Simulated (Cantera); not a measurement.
Feed: 1 mol toluene, 15 mol H₂, 0.26 mol N₂, at 12.8 Torr.

Method: chemical equilibrium by Gibbs-energy minimisation in Cantera with the NASA 1993 tables (ideal gas, pure condensed phases). Candidate condensed phases: C, C₆H₆, C₇H₈, C₈H₁₈; 92 gas species. Rates play no part.

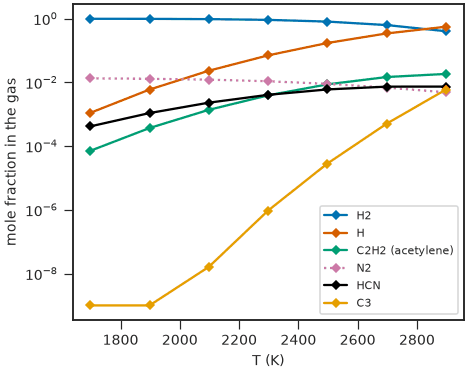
*Equilibrium gas composition (values under 1e-9 drawn at 1e-9)*

From 1698 K to 2898 K the condensed part is C(graphite). The main C-bearing gas is HCN at 1698 K and C₂H₂ (acetylene) at 2898 K. The share of C in condensed phases is highest at 1698 K (99.8 %) and lowest at 2898 K (70.7 %).
